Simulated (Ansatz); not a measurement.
## Molecular dynamics of CH4FNSi (part 1 of 3)

CH4FNSi, computed with RKS BLYP/6-31G* (Ansatz 0.2.0).

The geometry comes from this level: PBE0-D4/def2-TZVP. Figures and captions count atoms from 1; the log counts them from 0 in places.

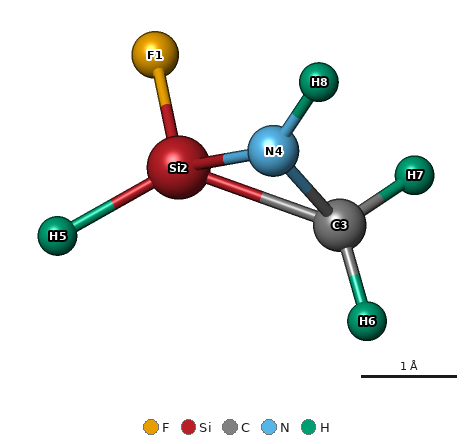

Fig. 1: The input geometry (ball-and-stick view, seen at a tilt; atoms are numbered from 1 in the order of the input).

The input
```yaml
crystal:
  periodic: [false, false, false]
  atoms:
    - {symbol: F, position_ang: [-1.889443, 1.067309, -0.264439]}
    - {symbol: Si, position_ang: [-0.421351, 0.570483, -0.635744]}
    - {symbol: C, position_ang: [0.666304, -0.021733, 0.695000]}
    - {symbol: N, position_ang: [0.098541, -0.987991, -0.317095]}
    - {symbol: H, position_ang: [-0.070480, 1.217804, -1.909001]}
    - {symbol: H, position_ang: [1.752689, 0.033168, 0.711222]}
    - {symbol: H, position_ang: [0.231663, -0.060276, 1.695099]}
    - {symbol: H, position_ang: [-0.275824, -1.875963, -0.030743]}
basis:
  gaussian: {orbitals: "6-31G*"}
hamiltonian: {xc: {name: BLYP}}
md: {timestep: 0.5 fs, n_steps: 50, ensemble: nvt_langevin, temperature: 1500, initial_velocities: maxwell_boltzmann, friction: 0.01, seed: 410}
```

Launch command:
```bash
ansatz run in.yaml --threads 2 --pin off --events-out ev --progress --plain --max-ram 4352MiB
```

Output
```
Functional definition: BLYP
  name "BLYP"
  cite "Becke, Phys. Rev. A 38, 3098 (1988) doi:10.1103/PhysRevA.38.3098"
  cite "Lee, Yang & Parr, Phys. Rev. B 37, 785 (1988) doi:10.1103/PhysRevB.37.785"
  parameter beta = 0.0042
  parameter a = 0.04918
  parameter b = 0.132
  parameter c = 0.2533
  parameter d = 0.349
  exchange = b88_x(beta = beta)
  correlation = lyp_c(a = a, b = b, c = c, d = d)
853 factors; their error is unknown
mean field evaluation 1: about -13173.8450 eV, gradient 7.3e1 eV
mean field evaluation 2: about -13121.5017 eV, gradient 1.5e2 eV
mean field evaluation 4: about -13184.5133 eV, gradient 1.7e1 eV
mean field evaluation 8: about -13184.9869 eV, gradient 2.7e-1 eV
mean field evaluation 16: about -13184.9170 eV, gradient 2.1e-4 eV
mean field -13184.91700127 eV, -484.5367627388 hartree, gradient 2.7e-5 eV, S^2 0.000000; 0 other end points of the search recorded, 0 dependent functions left out
the calculation of the forces begins
reference -13184.91727990 eV, -484.5367729784 hartree; 20, 20 occupied and 52, 52 virtual orbitals, 853 factors
md step     0: t =     0.00 fs  T =  1312.5 K  F+E_penalty+E_count = -13184.91700127 eV  E_kin = 1.357230 eV  (27 SCF iters)
these checks for a lower state are left out or cut short: starts, cluster_reference, orbital_swaps, neighbouring_geometries, increment
853 factors; their error is unknown
mean field -13184.86721818 eV, -484.5349332443 hartree, gradient 1.0e-5 eV, S^2 0.000000; 0 other end points of the search recorded, 0 dependent functions left out
the calculation of the forces begins
reference -13184.86749644 eV, -484.5349434700 hartree; 20, 20 occupied and 52, 52 virtual orbitals, 853 factors
md step     1: t =     0.50 fs  T =  1319.5 K  F+E_penalty+E_count = -13184.86721818 eV  E_kin = 1.364462 eV  (30 SCF iters)
[... from here on the SCF iterations and repeated set-up lines of each step are left out, up to the last step ...]
md step     2: t =     1.00 fs  T =  1229.7 K  F+E_penalty+E_count = -13184.74092974 eV  E_kin = 1.271581 eV  (30 SCF iters)
md step     3: t =     1.50 fs  T =  1023.0 K  F+E_penalty+E_count = -13184.56923696 eV  E_kin = 1.057817 eV  (31 SCF iters)
md step     4: t =     2.00 fs  T =   840.3 K  F+E_penalty+E_count = -13184.39289255 eV  E_kin = 0.868911 eV  (30 SCF iters)
md step     5: t =     2.50 fs  T =   637.8 K  F+E_penalty+E_count = -13184.25928488 eV  E_kin = 0.659539 eV  (30 SCF iters)
md step     6: t =     3.00 fs  T =   576.7 K  F+E_penalty+E_count = -13184.19818682 eV  E_kin = 0.596375 eV  (30 SCF iters)
md step     7: t =     3.50 fs  T =   516.9 K  F+E_penalty+E_count = -13184.20141434 eV  E_kin = 0.534555 eV  (31 SCF iters)
md step     8: t =     4.00 fs  T =   554.1 K  F+E_penalty+E_count = -13184.24581383 eV  E_kin = 0.572974 eV  (32 SCF iters)
md step     9: t =     4.50 fs  T =   613.4 K  F+E_penalty+E_count = -13184.30910019 eV  E_kin = 0.634311 eV  (31 SCF iters)
md step    10: t =     5.00 fs  T =   670.7 K  F+E_penalty+E_count = -13184.37481914 eV  E_kin = 0.693563 eV  (30 SCF iters)
md step    11: t =     5.50 fs  T =   713.0 K  F+E_penalty+E_count = -13184.42196375 eV  E_kin = 0.737277 eV  (30 SCF iters)
md step    12: t =     6.00 fs  T =   712.7 K  F+E_penalty+E_count = -13184.43732265 eV  E_kin = 0.737015 eV  (29 SCF iters)
md step    13: t =     6.50 fs  T =   809.1 K  F+E_penalty+E_count = -13184.41885852 eV  E_kin = 0.836649 eV  (32 SCF iters)
md step    14: t =     7.00 fs  T =   853.9 K  F+E_penalty+E_count = -13184.36499072 eV  E_kin = 0.883034 eV  (31 SCF iters)
md step    15: t =     7.50 fs  T =   787.7 K  F+E_penalty+E_count = -13184.28942870 eV  E_kin = 0.814515 eV  (30 SCF iters)
md step    16: t =     8.00 fs  T =   757.8 K  F+E_penalty+E_count = -13184.20921395 eV  E_kin = 0.783578 eV  (30 SCF iters)
md step    17: t =     8.50 fs  T =   764.1 K  F+E_penalty+E_count = -13184.13615731 eV  E_kin = 0.790154 eV  (51 SCF iters)
md step    18: t =     9.00 fs  T =   792.4 K  F+E_penalty+E_count = -13184.08946379 eV  E_kin = 0.819380 eV  (32 SCF iters)
md step    19: t =     9.50 fs  T =   749.6 K  F+E_penalty+E_count = -13184.07494797 eV  E_kin = 0.775096 eV  (32 SCF iters)
md step    20: t =    10.00 fs  T =   764.1 K  F+E_penalty+E_count = -13184.07620444 eV  E_kin = 0.790166 eV  (32 SCF iters)
md step    21: t =    10.50 fs  T =   805.6 K  F+E_penalty+E_count = -13184.08181942 eV  E_kin = 0.833066 eV  (32 SCF iters)
md step    22: t =    11.00 fs  T =   809.6 K  F+E_penalty+E_count = -13184.08039608 eV  E_kin = 0.837180 eV  (31 SCF iters)
md step    23: t =    11.50 fs  T =   760.0 K  F+E_penalty+E_count = -13184.06867874 eV  E_kin = 0.785915 eV  (32 SCF iters)
md step    24: t =    12.00 fs  T =   800.4 K  F+E_penalty+E_count = -13184.05665094 eV  E_kin = 0.827634 eV  (33 SCF iters)
md step    25: t =    12.50 fs  T =   837.1 K  F+E_penalty+E_count = -13184.05228343 eV  E_kin = 0.865654 eV  (33 SCF iters)
md step    26: t =    13.00 fs  T =   895.8 K  F+E_penalty+E_count = -13184.06585878 eV  E_kin = 0.926374 eV  (32 SCF iters)
md step    27: t =    13.50 fs  T =  1037.1 K  F+E_penalty+E_count = -13184.09489903 eV  E_kin = 1.072438 eV  (32 SCF iters)
md step    28: t =    14.00 fs  T =  1031.6 K  F+E_penalty+E_count = -13184.13363207 eV  E_kin = 1.066798 eV  (33 SCF iters)
md step    29: t =    14.50 fs  T =  1076.8 K  F+E_penalty+E_count = -13184.17154959 eV  E_kin = 1.113506 eV  (32 SCF iters)
md step    30: t =    15.00 fs  T =  1126.8 K  F+E_penalty+E_count = -13184.20029572 eV  E_kin = 1.165160 eV  (32 SCF iters)
md step    31: t =    15.50 fs  T =  1128.8 K  F+E_penalty+E_count = -13184.21077603 eV  E_kin = 1.167219 eV  (33 SCF iters)
md step    32: t =    16.00 fs  T =  1118.2 K  F+E_penalty+E_count = -13184.20170513 eV  E_kin = 1.156276 eV  (33 SCF iters)
md step    33: t =    16.50 fs  T =  1124.3 K  F+E_penalty+E_count = -13184.16366775 eV  E_kin = 1.162613 eV  (33 SCF iters)
md step    34: t =    17.00 fs  T =  1017.4 K  F+E_penalty+E_count = -13184.09343006 eV  E_kin = 1.052084 eV  (33 SCF iters)
md step    35: t =    17.50 fs  T =   910.9 K  F+E_penalty+E_count = -13184.00137976 eV  E_kin = 0.941994 eV  (33 SCF iters)
md step    36: t =    18.00 fs  T =   799.2 K  F+E_penalty+E_count = -13183.91470250 eV  E_kin = 0.826386 eV  (32 SCF iters)
md step    37: t =    18.50 fs  T =   750.8 K  F+E_penalty+E_count = -13183.87210035 eV  E_kin = 0.776394 eV  (33 SCF iters)
md step    38: t =    19.00 fs  T =   745.2 K  F+E_penalty+E_count = -13183.89603475 eV  E_kin = 0.770619 eV  (32 SCF iters)
md step    39: t =    19.50 fs  T =   852.6 K  F+E_penalty+E_count = -13183.98521749 eV  E_kin = 0.881694 eV  (32 SCF iters)
md step    40: t =    20.00 fs  T =  1031.0 K  F+E_penalty+E_count = -13184.10625829 eV  E_kin = 1.066135 eV  (33 SCF iters)
md step    41: t =    20.50 fs  T =  1098.5 K  F+E_penalty+E_count = -13184.22561559 eV  E_kin = 1.135945 eV  (32 SCF iters)
md step    42: t =    21.00 fs  T =  1186.6 K  F+E_penalty+E_count = -13184.31908458 eV  E_kin = 1.227013 eV  (33 SCF iters)
md step    43: t =    21.50 fs  T =  1253.7 K  F+E_penalty+E_count = -13184.37181156 eV  E_kin = 1.296391 eV  (33 SCF iters)
md step    44: t =    22.00 fs  T =  1289.4 K  F+E_penalty+E_count = -13184.38579230 eV  E_kin = 1.333342 eV  (32 SCF iters)
md step    45: t =    22.50 fs  T =  1333.0 K  F+E_penalty+E_count = -13184.36679417 eV  E_kin = 1.378472 eV  (32 SCF iters)
md step    46: t =    23.00 fs  T =  1331.8 K  F+E_penalty+E_count = -13184.32168891 eV  E_kin = 1.377220 eV  (32 SCF iters)
md step    47: t =    23.50 fs  T =  1316.5 K  F+E_penalty+E_count = -13184.27278064 eV  E_kin = 1.361337 eV  (32 SCF iters)
md step    48: t =    24.00 fs  T =  1295.3 K  F+E_penalty+E_count = -13184.22366628 eV  E_kin = 1.339416 eV  (32 SCF iters)
md step    49: t =    24.50 fs  T =  1310.5 K  F+E_penalty+E_count = -13184.16084973 eV  E_kin = 1.355191 eV  (51 SCF iters)
these checks for a lower state are left out or cut short: starts, cluster_reference, orbital_swaps, neighbouring_geometries, increment
853 factors; their error is unknown
mean field evaluation 416: about -13184.0803 eV, gradient 2.9e-1 eV
mean field -13184.08051156 eV, -484.5060223092 hartree, gradient 1.4e-5 eV, S^2 0.000000; 0 other end points of the search recorded, 0 dependent functions left out
the calculation of the forces begins
reference -13184.08079473 eV, -484.5060327153 hartree; 20, 20 occupied and 52, 52 virtual orbitals, 853 factors
853 factors; their error is unknown
mean field -13184.08051156 eV, -484.5060223092 hartree, gradient 1.4e-5 eV, S^2 0.000000; 1 other end points of the search recorded, 0 dependent functions left out
the calculation of the forces begins
reference -13184.08079473 eV, -484.5060327153 hartree; 20, 20 occupied and 52, 52 virtual orbitals, 853 factors
md step    50: t =    25.00 fs  T =  1308.5 K  F+E_penalty+E_count = -13184.08051156 eV  E_kin = 1.353140 eV  (51 SCF iters)
```

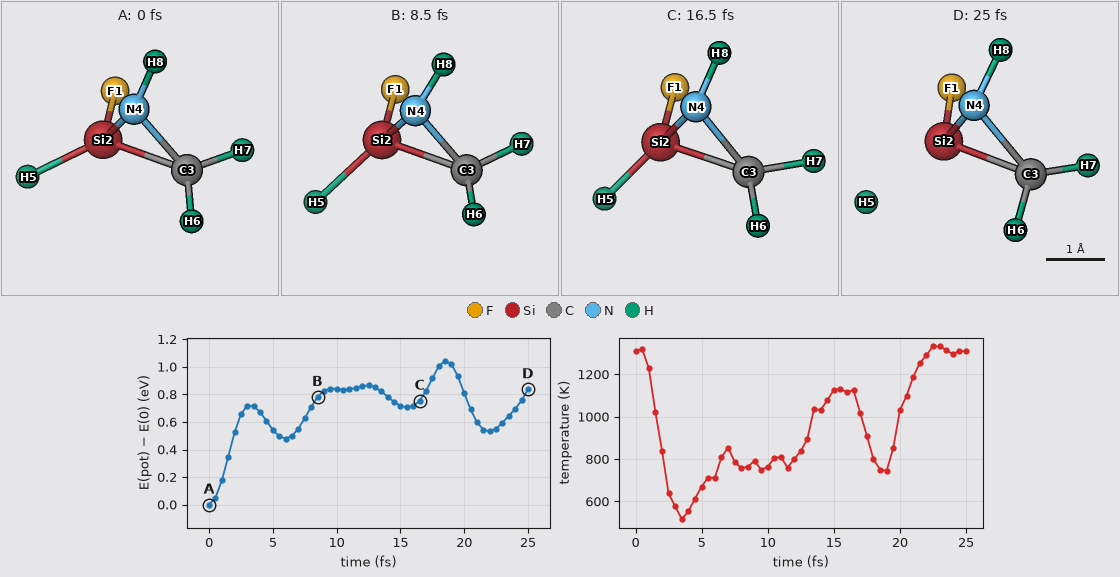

Fig. 2: Frames of the molecular dynamics (ball-and-stick, seen at a tilt) above the curves, on which the letters mark them. The trajectory kept here has 51 frames over 25 fs. The temperature starts at 1312 K, ranges from 517 to 1333 K and averages 1085 K over the second half. The potential energy ends 0.836 eV above its first value. After an unweighted best fit of the last frame on the first, the root-mean-square displacement is 0.24 Å.

```
Total energy: -13184.08079473 eV, -484.5060327153 hartree
Atom 0 at    -1.952850     1.091252    -0.427063 Å, force    -0.598007     0.377233    -0.061045 eV/Å
Atom 1 at    -0.427781     0.653284    -0.665527 Å, force     3.252162    -0.654444    -0.454693 eV/Å
Atom 2 at     0.790440     0.175989     0.774574 Å, force     0.623778     0.321213    -3.966313 eV/Å
Atom 3 at     0.110292    -0.990510    -0.164211 Å, force    -0.745491     0.505823     0.880003 eV/Å
Atom 4 at     0.309445     1.304488    -2.076694 Å, force    -1.483232    -0.944863     1.847246 eV/Å
Atom 5 at     1.908081     0.302741     0.428768 Å, force    -1.895744    -0.390441     1.173488 eV/Å
Atom 6 at     0.525514     0.353486     1.789126 Å, force    -0.177366    -0.257033     1.136727 eV/Å
Atom 7 at    -0.579582    -1.633392     0.350648 Å, force     1.023900     1.042512    -0.555414 eV/Å
Dipole moment:    -0.067764     0.081408     0.171675 e Å
```

Trajectory as extended XYZ (Å, eV, eV/Å), 51 frames, from step=0 to step=50
```
8
Properties=species:S:1:pos:R:3:forces:R:3 step=0 time_fs=0.0 energy=-13184.91700 temperature=1312.5
F    -1.8894    1.0673   -0.2644   -1.1416   0.4082   0.2912
Si   -0.4214    0.5705   -0.6357    0.2944   0.5973  -0.7648
C     0.6663   -0.0217    0.6950    0.3545   0.0997   0.4970
N     0.0985   -0.9880   -0.3171    0.3253  -0.6396  -0.3987
H    -0.0705    1.2178   -1.9090    0.0855   0.1000  -0.2475
H     1.7527    0.0332    0.7112    0.3953   0.0176   0.0600
H     0.2317   -0.0603    1.6951   -0.0898  -0.0050   0.3926
H    -0.2758   -1.8760   -0.0307   -0.2236  -0.5781   0.1702
8
Properties=species:S:1:pos:R:3:forces:R:3 step=1 time_fs=0.5 energy=-13184.86722 temperature=1319.5
F    -1.8922    1.0671   -0.2665   -1.0238   0.3343   0.2824
Si   -0.4201    0.5690   -0.6386   -0.0954   0.4773   0.0048
C     0.6634   -0.0232    0.6947    1.3246   0.2407   0.0205
N     0.1028   -0.9830   -0.3118   -0.0545  -1.6622  -0.2794
H    -0.0814    1.2285   -1.8600    0.3292   0.4411  -1.0289
H     1.7714    0.0154    0.7101   -0.2656   0.0613   0.1296
H     0.2218   -0.0637    1.6715   -0.2664  -0.0034   1.0075
H    -0.2872   -1.8778   -0.0021    0.0519   0.1109  -0.1366
8
Properties=species:S:1:pos:R:3:forces:R:3 step=2 time_fs=1.0 energy=-13184.74093 temperature=1229.7
F    -1.8954    1.0666   -0.2691   -0.9047   0.2560   0.2737
Si   -0.4189    0.5675   -0.6414   -0.5083   0.2769   0.8503
C     0.6615   -0.0249    0.6941    2.1642   0.3791  -0.3679
N     0.1070   -0.9783   -0.3064   -0.3901  -2.5575  -0.1731
H    -0.0918    1.2410   -1.8124    0.5968   0.8606  -1.8743
H     1.7908    0.0000    0.7080   -0.8426   0.1108   0.2020
H     0.2115   -0.0685    1.6515   -0.4063   0.0035   1.5264
H    -0.2978   -1.8784    0.0280    0.2910   0.6705  -0.4371
8
Properties=species:S:1:pos:R:3:forces:R:3 step=3 time_fs=1.5 energy=-13184.56924 temperature=1023.0
F    -1.8989    1.0664   -0.2712   -0.7725   0.1746   0.2570
Si   -0.4177    0.5662   -0.6440   -0.9160   0.0217   1.6843
C     0.6608   -0.0267    0.6933    2.8128   0.5098  -0.6106
N     0.1108   -0.9740   -0.3012   -0.6587  -3.2687  -0.0960
H    -0.0989    1.2554   -1.7690    0.8569   1.3159  -2.6839
H     1.8100   -0.0135    0.7049   -1.3216   0.1596   0.2775
H     0.2002   -0.0744    1.6358   -0.4720   0.0191   1.8808
H    -0.3068   -1.8764    0.0585    0.4711   1.0681  -0.7091
8
Properties=species:S:1:pos:R:3:forces:R:3 step=4 time_fs=2.0 energy=-13184.39289 temperature=840.3
F    -1.9023    1.0664   -0.2727   -0.6388   0.0935   0.2354
Si   -0.4164    0.5651   -0.6465   -1.2746  -0.1974   2.3489
C     0.6606   -0.0279    0.6926    3.2998   0.6204  -0.7060
N     0.1144   -0.9701   -0.2960   -0.8649  -3.7882  -0.0667
H    -0.1029    1.2732   -1.7325    1.0716   1.7204  -3.3189
H     1.8276   -0.0268    0.7009   -1.7090   0.2166   0.3575
H     0.1876   -0.0788    1.6243   -0.4678   0.0387   2.0769
H    -0.3137   -1.8709    0.0862    0.5837   1.2960  -0.9272
8
Properties=species:S:1:pos:R:3:forces:R:3 step=5 time_fs=2.5 energy=-13184.25929 temperature=637.8
F    -1.9050    1.0665   -0.2736   -0.5256   0.0188   0.2165
Si   -0.4152    0.5639   -0.6484   -1.5262  -0.2787   2.7111
C     0.6608   -0.0286    0.6917    3.5607   0.7138  -0.6012
N     0.1179   -0.9666   -0.2909   -1.0235  -4.1645  -0.0809
H    -0.1042    1.2952   -1.7044    1.2034   1.9766  -3.6606
H     1.8404   -0.0398    0.6970   -1.9569   0.2787   0.4333
H     0.1739   -0.0805    1.6174   -0.3756   0.0639   2.0737
H    -0.3191   -1.8623    0.1106    0.6436   1.3915  -1.0920
```
